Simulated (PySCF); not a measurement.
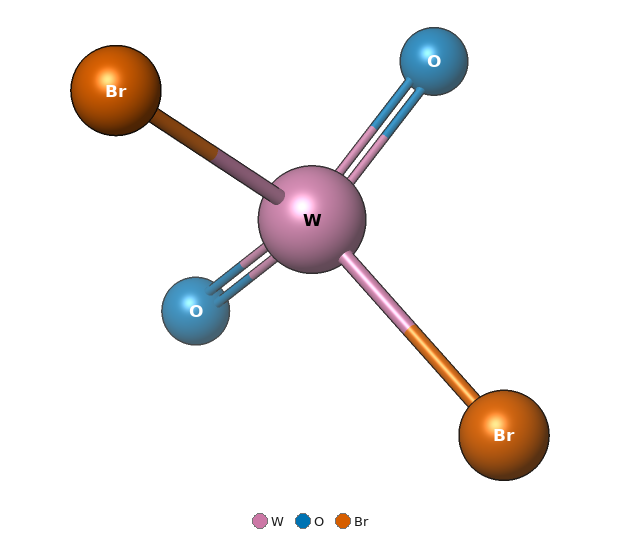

Depth is shown by fading: the farther an atom, the more it takes the colour of the background. Charge 0, singlet. Computed geometry: PBE0-D3(BJ)/def2-SVP optimisation. No frequency run is at hand to confirm it as a minimum.

> List the symmetry elements and name the point group.

It has 1 C2 axis and 2 mirror planes, so the point group is C2v. The group has 4 operations. The geometry is achiral, and symmetry allows a dipole moment.
